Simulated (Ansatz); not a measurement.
# CH₃AlCl₂: basis-set convergence

Aim: see how fast density functionals converge with the basis set for CH₃AlCl₂.

Method: one geometry, several basis sets; program: Ansatz 0.2.0, Gaussian basis.

The runs, in order: PBE0-D4/def2-SVP; ωB97M-V/def2-SVP; PBE0-D4/def2-QZVPP; ωB97M-V/def2-QZVPP; the functionals' def2-TZVPP values are taken from earlier runs.

### 1 The relaxed structure

An earlier PBE0-D4 in a triple-zeta def2 set relaxation fixed the geometry.

SMILES `[CH3][Al]([Cl])[Cl]`, 7 atoms, charge 0, spin multiplicity 1.

Atoms are counted from 1 here; the program's logs count them from 0.

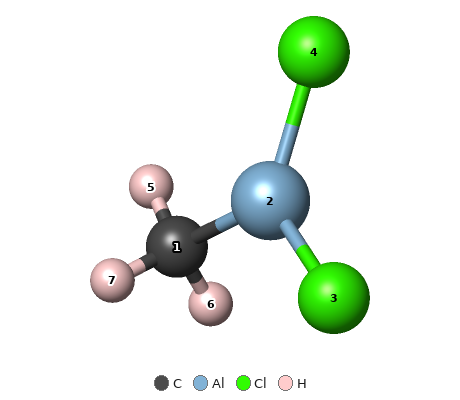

The structure; carbon dark grey, aluminium light blue, chlorine green, hydrogen pink; atoms are numbered from 1 in the order of the file.

### 2 PBE0-D4 in def2-SVP

Input file in.yaml:

```yaml
crystal:
  periodic: [false, false, false]
  atoms:
    - {symbol: C, position_ang: [-0.174130, 0.933582, -0.165960]}
    - {symbol: Al, position_ang: [0.173824, -0.938317, 0.139961]}
    - {symbol: Cl, position_ang: [1.788760, -1.562700, 1.311004]}
    - {symbol: Cl, position_ang: [-1.027122, -2.444756, -0.670400]}
    - {symbol: H, position_ang: [-1.052790, 1.084405, -0.795386]}
    - {symbol: H, position_ang: [-0.332683, 1.452459, 0.783615]}
    - {symbol: H, position_ang: [0.685342, 1.407429, -0.648535]}
basis:
  gaussian: {orbitals: def2-SVP}
hamiltonian: {xc: pbe0, dispersion: d4}
output: {orbitals: {seedname: orbitals}}
```

The run is started by

```
$ ansatz run in.yaml --threads 4 --pin off --events-out ev --progress --plain --max-ram 10444MiB
```

The program printed:

```text
Functional definition: PBE0
  name "PBE0"
  cite "Adamo & Barone, J. Chem. Phys. 110, 6158 (1999) doi:10.1063/1.478522"
  cite "Perdew, Burke & Ernzerhof, Phys. Rev. Lett. 77, 3865 (1996) doi:10.1103/PhysRevLett.77.3865"
  parent pbe
  parameter a = 0.25
  parameter kappa = 0.804
  parameter beta = 0.06672455060314922
  exchange = (1 - a)*pbe_x(kappa = kappa, mu = beta*pi^2/3) + a*exact_x
  correlation = pbe_c(beta = beta)
778 factors; integrals over basis functions are off by at most 1.0e-3 eV
mean field evaluation 1: about -32704.0599 eV, gradient 4.4e1 eV
mean field evaluation 2: about -32702.3218 eV, gradient 4.8e1 eV
mean field evaluation 4: about -32708.9154 eV, gradient 1.4e0 eV
mean field evaluation 8: about -32709.0361 eV, gradient 3.2e-2 eV
mean field -32709.03611974 eV, -1202.0349064195 hartree, gradient 5.9e-5 eV, S^2 0.000000; 0 other end points of the search recorded, 0 dependent functions left out
reference -32709.03614579 eV, -1202.0349073769 hartree; 28, 28 occupied and 55, 55 virtual orbitals, 778 factors
Total energy: -32709.17174732 eV, -1202.0398906412 hartree
```

Run time: 0.65 s. Hardware: 4 threads of Arm Neoverse V2, shared host.

### 3 ωB97M-V in def2-SVP

in.yaml, as its differences from that of step 2:

```diff
@@ -12,3 +12,3 @@
   gaussian: {orbitals: def2-SVP}
-hamiltonian: {xc: pbe0, dispersion: d4}
+hamiltonian: {xc: {name: wB97M-V}}
 output: {orbitals: {seedname: orbitals}}
```

Same command.

The program printed, cut to the lines that bear on the results:

```text
Functional definition: wB97M-V
  name "wB97M-V"
  cite "Mardirossian & Head-Gordon, J. Chem. Phys. 144, 214110 (2016) doi:10.1063/1.4952647"
  cite "Becke, J. Chem. Phys. 107, 8554 (1997) doi:10.1063/1.475007"
  cite "Vydrov & Van Voorhis, J. Chem. Phys. 133, 244103 (2010) doi:10.1063/1.3521275"
  # Of w^i u^j: cxij and so on, Table III.
[...]
  gx(w, u) = 1 - cx + cx01*u + cx10*w
  gss(w, u) = css00 + css04*u^4 + css10*w + css20*w^2 + css43*w^4*u^3
  gos(w, u) = cos00 + cos10*w + (cos20 + cos21*u)*w^2 + (cos60 + cos61*u)*w^6
[...]
      + integral(e_c_pw_mod_opposite_spin*gos(b97_w_opposite, b97_u_opposite)) + vv10(b, c)
778 factors; integrals over basis functions are off by at most 1.0e-3 eV
218 factors; integrals over basis functions are off by at most 8.6e-6 eV
[...]
mean field -32719.52932951 eV, -1202.4205247661 hartree, gradient 6.7e-5 eV, S^2 0.000000; 0 other end points of the search recorded, 0 dependent functions left out
reference -32719.52936936 eV, -1202.4205262305 hartree; 28, 28 occupied and 55, 55 virtual orbitals, 778 factors
Total energy: -32719.52936936 eV, -1202.4205262305 hartree
```

Run time: 3 s. Hardware: 4 threads of Arm Neoverse V2, shared host.

### 4 PBE0-D4 in def2-QZVPP

in.yaml, as its differences from that of step 3:

```diff
@@ -11,4 +11,4 @@
 basis:
-  gaussian: {orbitals: def2-SVP}
-hamiltonian: {xc: {name: wB97M-V}}
+  gaussian: {orbitals: "def2-QZVPP.json"}
+hamiltonian: {xc: pbe0, dispersion: d4}
 output: {orbitals: {seedname: orbitals}}
```

The command is unchanged.

The program printed:

```text
Functional definition: PBE0
  name "PBE0"
  cite "Adamo & Barone, J. Chem. Phys. 110, 6158 (1999) doi:10.1063/1.478522"
  cite "Perdew, Burke & Ernzerhof, Phys. Rev. Lett. 77, 3865 (1996) doi:10.1103/PhysRevLett.77.3865"
  parent pbe
  parameter a = 0.25
  parameter kappa = 0.804
  parameter beta = 0.06672455060314922
  exchange = (1 - a)*pbe_x(kappa = kappa, mu = beta*pi^2/3) + a*exact_x
  correlation = pbe_c(beta = beta)
1498 factors; their error is unknown
mean field evaluation 1: about -32715.3289 eV, gradient 5.5e1 eV
mean field evaluation 2: about -32712.4207 eV, gradient 5.9e1 eV
mean field evaluation 4: about -32722.1641 eV, gradient 2.9e0 eV
mean field evaluation 8: about -32722.1779 eV, gradient 2.3e-2 eV
mean field -32722.20955928 eV, -1202.5190213934 hartree, gradient 7.4e-5 eV, S^2 0.000000; 0 other end points of the search recorded, 0 dependent functions left out
reference -32722.20959547 eV, -1202.5190227233 hartree; 28, 28 occupied and 329, 329 virtual orbitals, 1498 factors
Total energy: -32722.34519700 eV, -1202.5240059876 hartree
```

It took 4.5 s on 4 threads of Arm Neoverse V2, shared host; peak memory 1.1 GiB.

### 5 ωB97M-V in def2-QZVPP

in.yaml, as its differences from that of step 4:

```diff
@@ -12,3 +12,3 @@
   gaussian: {orbitals: "def2-QZVPP.json"}
-hamiltonian: {xc: pbe0, dispersion: d4}
+hamiltonian: {xc: {name: wB97M-V}}
 output: {orbitals: {seedname: orbitals}}
```

The command is unchanged.

The program printed, cut to the lines that bear on the results:

```text
Functional definition: wB97M-V
  name "wB97M-V"
  cite "Mardirossian & Head-Gordon, J. Chem. Phys. 144, 214110 (2016) doi:10.1063/1.4952647"
  cite "Becke, J. Chem. Phys. 107, 8554 (1997) doi:10.1063/1.475007"
  cite "Vydrov & Van Voorhis, J. Chem. Phys. 133, 244103 (2010) doi:10.1063/1.3521275"
  # Of w^i u^j: cxij and so on, Table III.
[...]
  gx(w, u) = 1 - cx + cx01*u + cx10*w
  gss(w, u) = css00 + css04*u^4 + css10*w + css20*w^2 + css43*w^4*u^3
  gos(w, u) = cos00 + cos10*w + (cos20 + cos21*u)*w^2 + (cos60 + cos61*u)*w^6
[...]
      + integral(e_c_pw_mod_opposite_spin*gos(b97_w_opposite, b97_u_opposite)) + vv10(b, c)
1423 factors; their error is unknown
287 factors; integrals over basis functions are off by at most 2.6e-5 eV
[...]
mean field -32732.62335035 eV, -1202.9017211563 hartree, gradient 2.4e-5 eV, S^2 0.000000; 0 other end points of the search recorded, 0 dependent functions left out
reference -32732.62340791 eV, -1202.9017232716 hartree; 28, 28 occupied and 329, 329 virtual orbitals, 1423 factors
Total energy: -32732.62340791 eV, -1202.9017232716 hartree
```

It took 11 s on 4 threads of Arm Neoverse V2, shared host; peak memory 1.3 GiB.

### 6 Density functionals: the series

The def2-TZVPP values come from earlier runs at the same geometry.

```tsv
functional	basis	functions	energy (eV)	from the largest (eV)	HOMO (eV)	LUMO (eV)
PBE0-D4	def2-SVP	83	-32709.1717	13.173	-8.79	-0.76
PBE0-D4	def2-TZVPP	199	-32721.3385	1.007	-8.87	-0.87
PBE0-D4	def2-QZVPP	357	-32722.3452	0.000	-8.89	-0.93
ωB97M-V	def2-SVP	83	-32719.5294	13.094	-10.96	1.00
ωB97M-V	def2-TZVPP	199	-32731.6611	0.962	-11.07	0.79
ωB97M-V	def2-QZVPP	357	-32732.6234	0.000	-11.10	0.61
```

### 7 Outcome

| quantity | value |
| --- | --- |
| PBE0-D4: double and triple zeta above quadruple | 13.17, 1.01 eV |
| ωB97M-V: double and triple zeta above quadruple | 13.09, 0.96 eV |

What this shows: PBE0-D4 gains 12.17 eV from double to triple zeta, then 1.01 eV more. Total energies overstate the basis error of differences, where much of it tends to cancel.

For PBE0-D4 the largest set took about 7 times as long as the smallest (4.5 s against 0.65 s).
